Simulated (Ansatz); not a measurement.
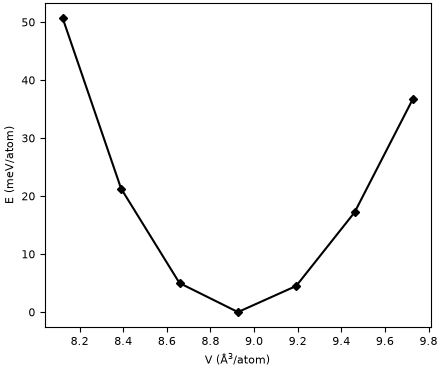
Fig. 1. AlN (CsCl type, Pm-3m) under volume change, PBE (plane waves, PAW; program Ansatz), scaled uniformly.

Question: What does a third-order Birch–Murnaghan fit give for V₀, B₀ and B′?

Answer: V₀ = 8.93 Å³/atom, B₀ = 190 GPa, B′ = 4.3.

A made-up cell: these elements were put on the sites of a structure type; neither database checked (COD, Materials Project) lists it. It is not the phase usual at ambient conditions (space group No. 186, 216). The cell was relaxed with PBE under the symmetry of its start; its stability against distortions is not shown here.

Potentials: the later of the program's two PAW sets.
